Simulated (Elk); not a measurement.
Band structure of MoP (P-6m2, 2 atoms in the cell).

```xyz
2
Lattice="3.2348 0.0000 0.0000 -1.6174 2.8014 0.0000 0.0000 0.0000 3.1823" Properties=species:S:1:pos:R:3 pbc="T T T"
Mo     0.0000     0.0000     0.0000
P      0.0000     1.8676     1.5911
```

Method: PBE, all-electron FP-LAPW, Elk's shipped species files, APW+lo basis with extra local orbitals (Elk).

Settings: xctype = 20; rgkmax = 8; stype = 3; swidth = 0.00367493 Ha; ngridk = 8 8 7; gmaxvr = 14 1/bohr; nxlo = 2; lorbcnd = true; rmtscf = 0.91; lmaxi = 3.

The starting cell comes from a database of computed structures (which also holds hypothetical and non-ambient phases and stackings), without a prior relaxation at this level. Spin polarisation is off. Values depend on the basis (sphere radii, cutoffs, local orbitals), which need not be converged.

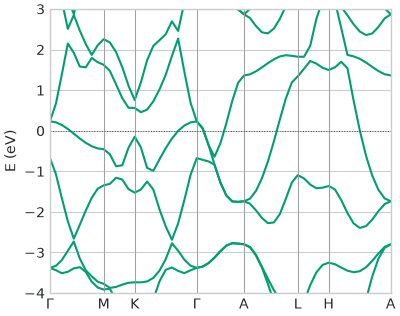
Fig. 1. Bands along the path, energies from the Fermi level.

Levels in eV from the Fermi level, bands 7 to 14:
```csv
point,7,8,9,10,11,12,13,14
Γ,-3.38,-3.38,-0.68,0.23,0.23,4.07,4.07,5.42
M,-3.91,-3.77,-1.35,-0.46,1.62,2.25,4.62,6.07
K,-5.27,-3.73,-1.52,-0.15,0.56,0.76,6.75,8.69
A,-2.80,-2.80,-1.74,-1.74,1.36,2.87,2.87,7.83
L,-5.28,-4.49,-1.09,1.34,1.82,3.49,4.97,6.17
H,-5.75,-3.25,-1.36,1.50,3.22,4.12,4.22,4.87
```

Bands cross the Fermi level along this path, so the cell is metallic at this level.
